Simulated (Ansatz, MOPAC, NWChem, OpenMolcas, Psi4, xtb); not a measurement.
## A ladder of methods for CH5BN (SMILES B[N]C)

CH5BN, doublet, SMILES `B[N]C`. Each level relaxes the structure for itself.

Quantity: the highest harmonic wavenumber at each level's own minimum, in cm⁻¹. The values are calculated.

```csv
level,kind,program,value (cm⁻¹)
GFN2-xTB,semi-empirical,xtb,2916
MNDO,semi-empirical,MOPAC,3289
MNDOD,semi-empirical,MOPAC,3297
PM3,semi-empirical,MOPAC,3118
UHF/3-21G,Hartree–Fock,NWChem,3256
UHF/6-31G* (Cartesian functions),Hartree–Fock,OpenMolcas,3269
UPBE-D3(BJ)/def2-SVP (density fitting),GGA,Psi4,2986
UB3LYP/6-31G* (spherical functions),global hybrid,NWChem,3069
UPBE0-D4/def2-TZVP,global hybrid,Ansatz,3080
```

Harmonic and unscaled. The values span 2916 to 3297 cm⁻¹.

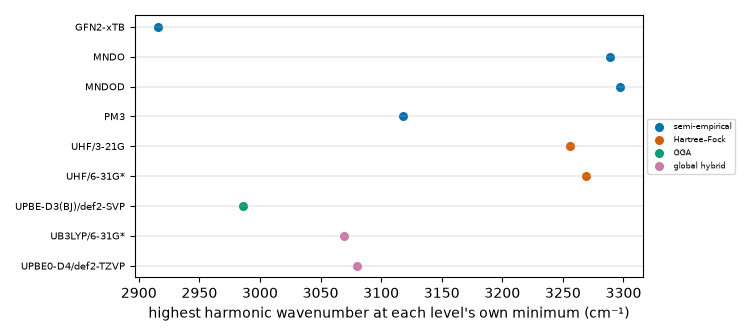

The values of the table, level by level.
